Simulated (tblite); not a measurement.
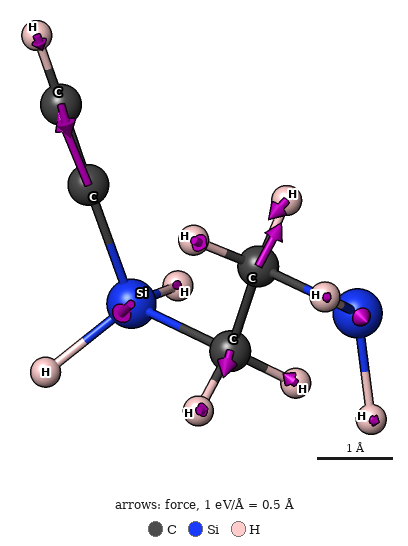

Starting geometry of C4H9Si2 (multiplicity 2) with the computed forces as purple arrows. A ball-and-stick model, seen from a free direction.

Level of theory: GFN2-xTB geometry optimisation, gas phase in tblite. 

Q: What follows when this structure is relaxed?

A: It isn't relaxed: the largest force vector, on a C atom, is 2.21 eV/Å. The final displacements have little in common with the starting forces (cosine between the two patterns 0.11). An H atom moves most after the best rigid fit: 0.91 Å. Largest moves by element: H 0.91 Å, C 0.49 Å, Si 0.21 Å. Near-neighbour distances that change, for instance: C–Si 1.863 → 1.906 Å, C–H 1.118 → 1.092 Å, C–C 1.507 → 1.533 Å, C–Si 1.826 → 1.851 Å. Among the angles between lasting bonds that change: C–Si–H 106.9° → 112.7°, Si–C–C 107.3° → 112.4°, C–Si–H 108.7° → 113.3°. Groups turn about C–Si by about 65°, C–Si by about 45°. After 117 geometry steps the energy has fallen by 8.09 kcal/mol.
